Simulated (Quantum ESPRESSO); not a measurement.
# Dipole at the next field: 1T-PbSeTe, 1 layer

How the rows were computed: Quantum ESPRESSO 7.5, PBE, GBRV ultrasoft; sawtooth field along the normal with dipole correction, ions clamped, threshold 1e-9 Ry; cell area 13.567 Å².

```tsv
field (V/Å)	dipole (e Å a cell)
0	−0.02450
0.1	0.02328
0.2	0.07114
```

One more run was made and is withheld. What is the dipole at −0.2 V/Å, and what electrostatic thickness 4πα/A follows from the rows?

**Worked estimate.** The slope is (0.07114 − (−0.02450))/0.2 = 0.4782 e Å²/V, so 4πα/A = 180.95 × 0.4782/13.567 = 6.38 Å. Linear response gives p = −0.02450 + 0.4782 × (−0.2) = −0.12014 e Å; a parabola through the three rows gives −0.11982.

What the calculation gave: p = −0.12007 e Å. The line misses by 0.1 % of the induced dipole and the parabola by 0.3 %. The response is linear over this range.

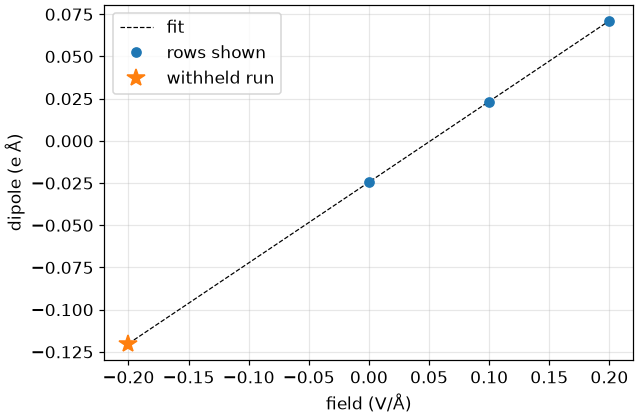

The rows shown, the fit and the withheld run.

Caveats: Electrons alone respond; local and semilocal functionals tend to overscreen.

[Logs are printed without paths, hosts, clocks, repeated set-up lines and the standing remarks that a program may print on its own settings, such as how far it seeks lower states.]
